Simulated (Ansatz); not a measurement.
Consider Sc6As.

The calculation's input:

```
crystal:
  lattice:
    - [3.4860513742, 0.0, 0.0]
    - [-1.7430256871, 3.0190090489, 0.0]
    - [0.0, 0.0, 16.2908792771]
  atoms:
    - { symbol: Sc, position: [0.3333333333, 0.6666666667, 0.4224321029], spin: 0.11 }
    - { symbol: Sc, position: [0.6666666667, 0.3333333333, 0.5775678971], spin: 0.11 }
    - { symbol: Sc, position: [0.3333333333, 0.6666666667, 0.1039145594] }
    - { symbol: Sc, position: [0.6666666667, 0.3333333333, 0.8960854406] }
    - { symbol: Sc, position: [0.3333333333, 0.6666666667, 0.7311952677], spin: 0.29 }
    - { symbol: Sc, position: [0.6666666667, 0.3333333333, 0.2688047323], spin: 0.29 }
    - { symbol: As, position: [0.0, 0.0, 0.0] }
basis:
  ecutwfc: 420
kpoints:
  mp_grid: { grid: [12, 12, 2] }
hamiltonian:
  xc: pbe
scf:
  occupations: { method: gaussian, width: 0.1 }
output:
  forces: true
  stress: true
  eigenvalues: true
  populations: true
  write_density: true
  write_potential: true
  elf: true
  volumetric_format: npy
magnetization:
  spin_polarized: true
relax:
  adjacent_minimum: "off"
  f_tol: 0.01
  max_steps: 80
  cell: { stress_tol: 0.05 }
```

Command:

```sh
ansatz run input.yaml --threads 1 --pin off --max-ram 2560MiB --backend cpu --events-out ev --progress --plain --runs-dir out
```

Below, planes, directions and counts refer to the conventional cell (a = 3.48 Å, b = 3.48 Å, c = 16.34 Å, α = 90.00°, β = 90.00°, γ = 120.00°).

The fields are those of the relaxed geometry.

Space group P-3m1; a generated structure, not necessarily the stable one; spin-polarised.

All numbers below come from DFT PBE, scalar-relativistic, plane waves, PAW in Ansatz 0.2.0.

What can the converged valence pseudo-density and electron localisation function tell about the bonding?

Sc–As (2.63 Å): ρ at the midpoint is about 0.33 e/Å³; the ELF is about 0.45 at the midpoint.
The ELF has a maximum of about 0.80 in the space between the atoms, on no atom or two-centre bond.

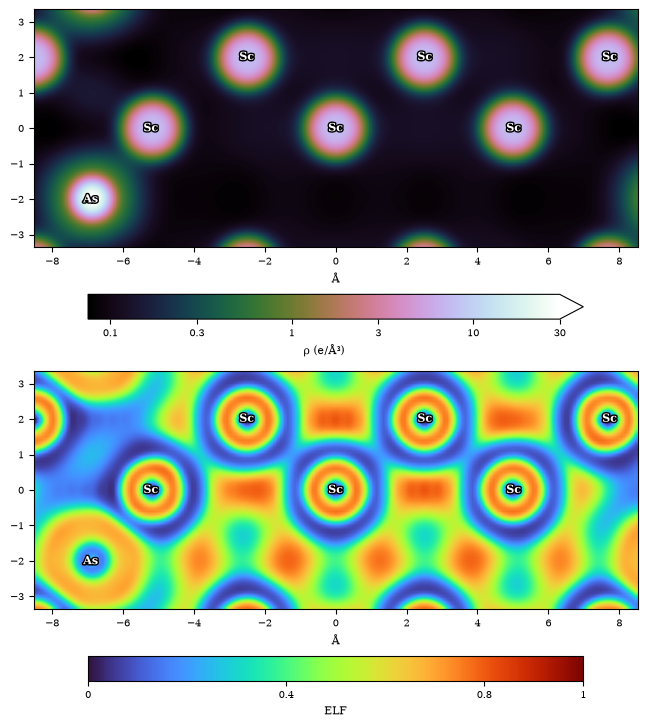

Computed valence pseudo-density and electron localisation function on the (110) plane of the conventional cell, in this order. 

In a PAW calculation such maps are meaningful between the atoms, not at the nuclei.
